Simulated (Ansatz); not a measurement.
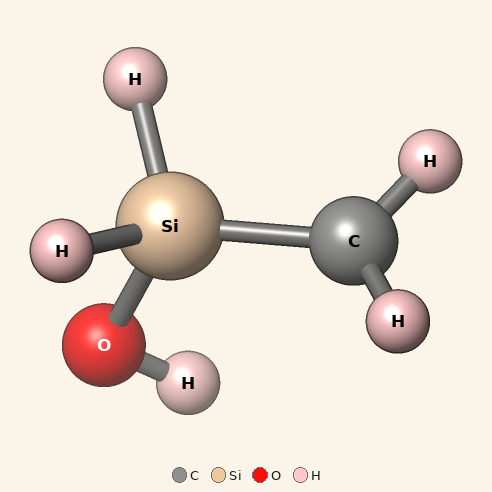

Orthographic view. Distant atoms are faded towards the background colour. Charge −1, singlet. The geometry was computed by an optimisation with PBE0-D4/def2-TZVPD. No frequency run is at hand to confirm it as a minimum.

Give the standard InChI.

Answer. InChI=1S/CH5OSi/c1-3-2/h2H,1,3H2/q-1
